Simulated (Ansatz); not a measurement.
# singlet AlNH2Cl−: levels of theory compared

Wanted: a comparison of 6 runs (HF/aug-cc-pVDZ, BHLYP/aug-cc-pVDZ, r2SCAN/aug-cc-pVDZ, wB97M-V/aug-cc-pVDZ, MP2/aug-cc-pVDZ, CCSD(T)/aug-cc-pVDZ) of singlet AlNH2Cl−. 

Program for the calculation: Ansatz 0.2.0.

71 further runs of the same task are left out: 71 set aside as unsound or not needed.

### 1 The molecule

AlNH2Cl− has 5 atoms, charge -1, and is taken as a singlet. As SMILES of the parent species, `[NH2][Al][Cl]`. The coordinates come from a PBE0-D4/def2-TZVP relaxation. This is one conformer, not always the lowest. That shape belongs to the parent species and isn't relaxed for this state.

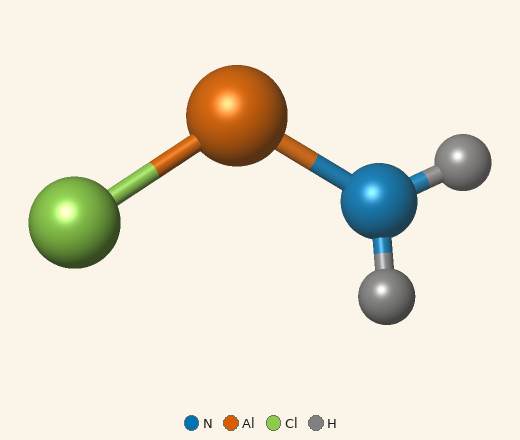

Viewed from a chosen angle; nitrogen blue, aluminium orange, chlorine green, hydrogen grey.

### 2 A single-point energy at HF/aug-cc-pVDZ (run 1)

File run.yaml:

```yaml
crystal:
  periodic: [false, false, false]
  atoms:
    - {symbol: N, position_ang: [-0.549400, 0.461700, -0.232000]}
    - {symbol: Al, position_ang: [0.402600, -0.291600, 1.049100]}
    - {symbol: Cl, position_ang: [1.907000, -1.649700, 0.440800]}
    - {symbol: H, position_ang: [-1.293600, 1.123300, -0.083500]}
    - {symbol: H, position_ang: [-0.416600, 0.282700, -1.215900]}
basis:
  gaussian:
    orbitals: aug-cc-pVDZ
total_charge: -1
magnetization:
  spin_polarized: false
hamiltonian:
  xc: hf
accuracy: high
output: {orbitals: {seedname: orbitals}}
```

Command:

```bash
$ ansatz run run.yaml --threads 1 --pin off --max-ram 3480MiB --events-out events.jsonl --progress --plain --runs-dir runs
```

What it wrote:

```text
Warning: RAYON_NUM_THREADS=1 ignored (pool sized by the plan → 1); use --threads N
Functional definition: HF
  name "HF"
  exchange = exact_x
  correlation = 0
1868 factors; integrals over basis functions are off by at most 3.7e-9 eV
mean field evaluation 1: about -20601.1228 eV, gradient 2.3e1 eV
mean field evaluation 2: about -20601.1515 eV, gradient 2.3e1 eV
mean field evaluation 4: about -20602.6844 eV, gradient 2.8e0 eV
mean field evaluation 8: about -20602.7389 eV, gradient 2.0e-1 eV
mean field evaluation 16: about -20602.7397 eV, gradient 4.0e-8 eV
mean field -20602.73974243 eV, -757.1367204957 hartree, gradient 4.0e-8 eV, S^2 0.000000; 0 other end points of the search recorded, 0 dependent functions left out
reference -20602.73974243 eV, -757.1367204957 hartree; 20, 20 occupied and 75, 75 virtual orbitals, 1868 factors
Total energy: -20602.73974243 eV, -757.1367204957 hartree
```

Run time: 5.4 s. Hardware: 1 thread of Arm Neoverse N1, shared host; peak memory 0.24 GiB.

### 3 The energy at BHLYP/aug-cc-pVDZ (run 2)

File input.yaml:

```yaml
crystal:
  periodic: [false, false, false]
  atoms:
    - {symbol: "N", position_ang: [-0.549400, 0.461700, -0.232000]}
    - {symbol: Al, position_ang: [0.402600, -0.291600, 1.049100]}
    - {symbol: Cl, position_ang: [1.907000, -1.649700, 0.440800]}
    - {symbol: H, position_ang: [-1.293600, 1.123300, -0.083500]}
    - {symbol: H, position_ang: [-0.416600, 0.282700, -1.215900]}
basis:
  gaussian:
    orbitals: aug-cc-pVDZ
total_charge: -1
hamiltonian:
  xc: {name: BHLYP}
accuracy: high
output:
  orbitals: {seedname: orbitals}
```

Command:

```bash
$ ansatz run input.yaml --threads 1 --pin off --max-ram 3480MiB --events-out events.jsonl --progress --plain --runs-dir runs
```

What it wrote:

```text
Warning: RAYON_NUM_THREADS=1 ignored (pool sized by the plan → 1); use --threads N
Functional definition: BHLYP
  name "BHLYP"
  parameter a = 0.5
  exchange = (1 - a)*b88_x + a*exact_x
  correlation = lyp_c
1868 factors; integrals over basis functions are off by at most 3.7e-9 eV
mean field evaluation 1: about -20641.9612 eV, gradient 3.4e1 eV
mean field evaluation 2: about -20640.2522 eV, gradient 4.4e1 eV
mean field evaluation 4: about -20644.5389 eV, gradient 6.8e-1 eV
mean field evaluation 8: about -20644.6480 eV, gradient 1.3e-1 eV
mean field evaluation 16: about -20644.6481 eV, gradient 1.2e-4 eV
mean field -20644.64810507 eV, -758.6768244164 hartree, gradient 4.8e-8 eV, S^2 0.000000; 0 other end points of the search recorded, 0 dependent functions left out
reference -20644.64812895 eV, -758.6768252938 hartree; 20, 20 occupied and 75, 75 virtual orbitals, 1868 factors
Total energy: -20644.64812895 eV, -758.6768252938 hartree
```

Run time: 17 s. Hardware: 1 thread of Arm Neoverse N1, shared host; peak memory 0.29 GiB.

### 4 The energy at r2SCAN/aug-cc-pVDZ (run 3)

File run.yaml:

```yaml
crystal:
  periodic: [false, false, false]
  atoms:
    - symbol: "N"
      position_ang: [-0.549400, 0.461700, -0.232000]
    - symbol: Al
      position_ang: [0.402600, -0.291600, 1.049100]
    - symbol: Cl
      position_ang: [1.907000, -1.649700, 0.440800]
    - symbol: H
      position_ang: [-1.293600, 1.123300, -0.083500]
    - symbol: H
      position_ang: [-0.416600, 0.282700, -1.215900]
basis:
  gaussian:
    orbitals: aug-cc-pVDZ
hamiltonian:
  xc: r2scan
total_charge: -1
magnetization:
  spin_polarized: false
output: {orbitals: {seedname: orbitals}}
accuracy: high
```

Command:

```bash
$ ansatz run run.yaml --threads 1 --pin off --max-ram 3480MiB --events-out events.jsonl --progress --plain --runs-dir runs
```

What it wrote:

```text
Warning: RAYON_NUM_THREADS=1 ignored (pool sized by the plan → 1); use --threads N
Functional definition: r2SCAN
  name "r2SCAN"
  parameter k0 = 0.174
  parameter k1 = 0.065
  parameter a1 = 4.9479
  exchange = r2scan_x(k0 = k0, k1 = k1, a1 = a1)
  correlation = r2scan_c
1868 factors; integrals over basis functions are off by at most 3.7e-9 eV
mean field evaluation 1: about -20638.3244 eV, gradient 4.6e1 eV
mean field evaluation 2: about -20608.5541 eV, gradient 1.0e2 eV
mean field evaluation 4: about -20642.8902 eV, gradient 6.2e0 eV
mean field evaluation 8: about -20643.0465 eV, gradient 7.5e-2 eV
mean field evaluation 16: about -20643.0466 eV, gradient 2.3e-5 eV
mean field -20643.04655864 eV, -758.6179686706 hartree, gradient 5.8e-8 eV, S^2 0.000000; 0 other end points of the search recorded, 0 dependent functions left out
reference -20643.04656010 eV, -758.6179687242 hartree; 20, 20 occupied and 75, 75 virtual orbitals, 1868 factors
Total energy: -20643.04656010 eV, -758.6179687242 hartree
```

Wall time 25 s (1 thread of Arm Neoverse N1, shared host); peak memory 0.29 GiB.

Runs 4 to 5 aren't shown in full; the table further down has their settings and results.

### 5 The energy at CCSD(T)/aug-cc-pVDZ (run 6)

File run.yaml:

```yaml
crystal:
  periodic: [false, false, false]
  atoms:
    - {symbol: "N", position_ang: [-0.549400, 0.461700, -0.232000]}
    - {symbol: Al, position_ang: [0.402600, -0.291600, 1.049100]}
    - {symbol: Cl, position_ang: [1.907000, -1.649700, 0.440800]}
    - {symbol: H, position_ang: [-1.293600, 1.123300, -0.083500]}
    - {symbol: H, position_ang: [-0.416600, 0.282700, -1.215900]}
basis:
  gaussian: {orbitals: aug-cc-pVDZ}
total_charge: -1
correlation: {method: ccsd_t, frozen_orbitals: {Al: 5, Cl: 5, H: 0, "N": 1}}
accuracy: high
scf: {omitted_lower_state_checks: [cluster_reference, increment]}
```

Command:

```bash
$ ansatz run run.yaml --threads 1 --pin off --max-ram 3480MiB --events-out events.jsonl --progress --plain --runs-dir runs
```

What it wrote:

```text
Warning: RAYON_NUM_THREADS=1 ignored (pool sized by the plan → 1); use --threads N
[... 12 lines left out ...]
11 core orbitals not correlated: weight in the atoms' cores, before any rotation towards them, 1.000 or more for the frozen orbitals, at most 0.000 for the correlated occupied ones
[... 31 lines left out ...]
Total energy: -20614.97816452 eV, -757.5864742121 hartree
Checks for a lower state left out: cluster_reference, increment
```

Run time: 30 s. Hardware: 1 thread of Arm Neoverse N1, shared host; peak memory 0.58 GiB.

### 6 All runs side by side

| run | level | frozen core orbitals | energy (Eh) | HOMO energy (eV) | LUMO energy (eV) | HOMO–LUMO gap (eV) | wall time |
| --- | --- | --- | --- | --- | --- | --- | --- |
| 1 | HF/aug-cc-pVDZ | – | -757.136720 | -1.15 | 3.54 | 4.69 | 5.4 s |
| 2 | BHLYP/aug-cc-pVDZ | – | -758.676825 | -0.28 | 3.03 | 3.31 | 17 s |
| 3 | r2SCAN/aug-cc-pVDZ | – | -758.617969 | 0.93 | 2.83 | 1.90 | 25 s |
| 4 | wB97M-V/aug-cc-pVDZ | – | -758.652688 | -1.39 | 3.11 | 4.50 | 2.1 min |
| 5 | MP2/aug-cc-pVDZ | 11 | -757.542923 | – | – | – | 6.6 s |
| 6 | CCSD(T)/aug-cc-pVDZ | 11 | -757.586474 | – | – | – | 30 s |

### 7 What came out

```
                                           quantity          value
                                run 6: total energy  -757.58647 Eh
run 6: correlation energy (11 core orbitals frozen)     -449.8 mEh
                              run 6: (T) correction     -14.60 mEh
                               run 6: T1 diagnostic          0.017
```

What this shows: Below the HF energy at the same shape and in the same basis (aug-cc-pVDZ): MP2 -406.2 mEh; CCSD(T) -449.8 mEh. Over runs 1, 2, 3, 4 the HOMO–LUMO gap runs from 1.90 eV (r2SCAN/aug-cc-pVDZ) to 4.69 eV (HF/aug-cc-pVDZ). Exact exchange widens orbital gaps. The empty levels of an anion lie above zero and hang on the basis. Totals of different functionals can't be ranked against each other. In run 3 the HOMO lies above zero, so the outermost electron may be held by the basis alone. In runs 5, 6 the log says that unrestricted orbitals would lower the reference, so the values rest on an unstable closed-shell determinant (other closed-shell runs at this shape may share the fault). All runs together took 3.4 min, the longest 2.1 min.
